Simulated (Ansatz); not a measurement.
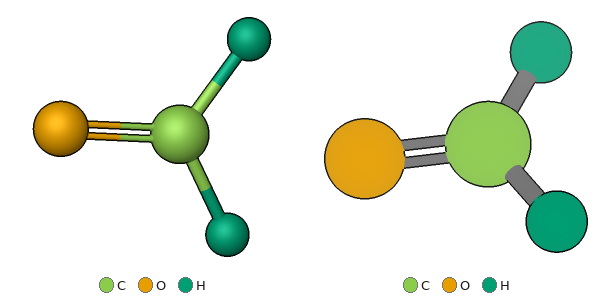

Two views of one molecule.

**Count the atoms of each element.**

CH₂O, 4 atoms: 1 carbon, 2 hydrogen and 1 oxygen.

**Count the bonded pairs by element.**

2 C–H, 1 C–O.

**What is its SMILES?**

C=O

More results for the same structure follow; atom numbers are the same in all pictures, views and colours differ. The geometry was computed by an optimisation with PBE0-D4/def2-TZVP.

## Shape

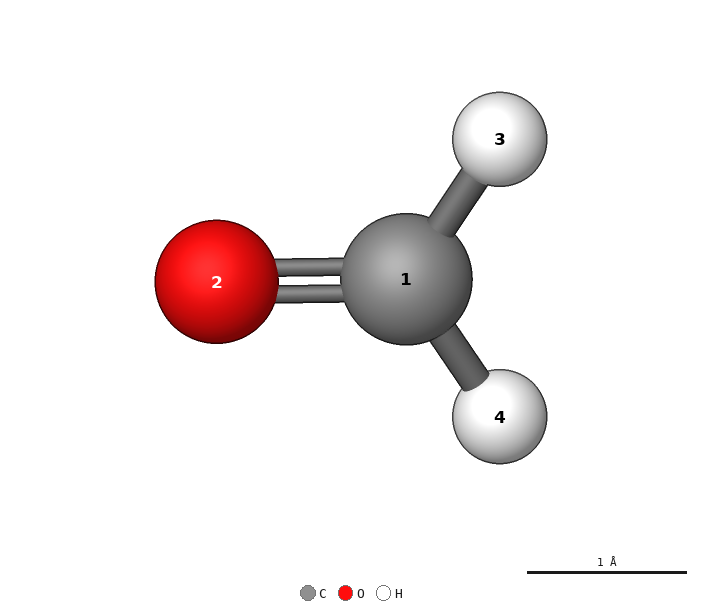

Numbered structure.

List the bonds and their lengths.

```csv
bond,length (Å),order
C1–O2,1.195,double
C1–H3,1.109,single
C1–H4,1.109,single
```

## Charges

The questions are on Mulliken charges. Level of theory: RKS r2SCAN-D4/def2-TZVPP (Ansatz 0.2.0).

List the Mulliken charges.

| atom | value (e) |
| --- | --- |
| C1 | 0.19 |
| O2 | −0.27 |
| H3 | 0.04 |
| H4 | 0.04 |

## Dipole moment

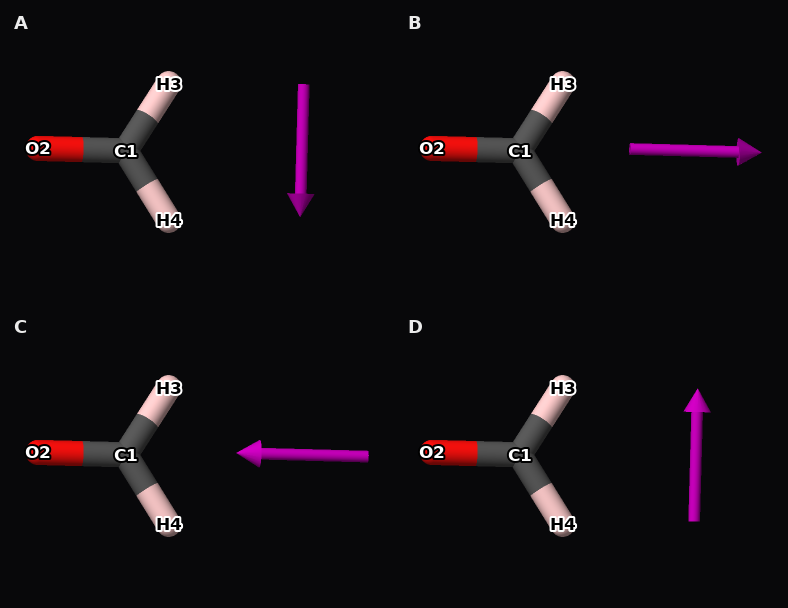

The same molecule four times, each with an arrow. Level of theory: RKS ωB97M-V/def2-TZVPP (Ansatz 0.2.0).

**Which arrow points along the dipole moment, from the negative to the positive end?**

B. The dipole moment is 2.33 D; it points from the side of O2 to the side of H3, H4 (the outermost atoms at the two ends).

## Electronic properties

Level of theory: RKS PBE0-D4/def2-TZVPP (Ansatz 0.2.0).

**Give the HOMO–LUMO gap at this level.**

6.56 eV.

**Estimate the HOMO energy (Kohn–Sham orbital).**

−7.82 eV.

**Estimate the vertical ionisation energy.**

10.75 eV.

Mulliken values depend strongly on the basis set and can even reverse the polarity of a bond.
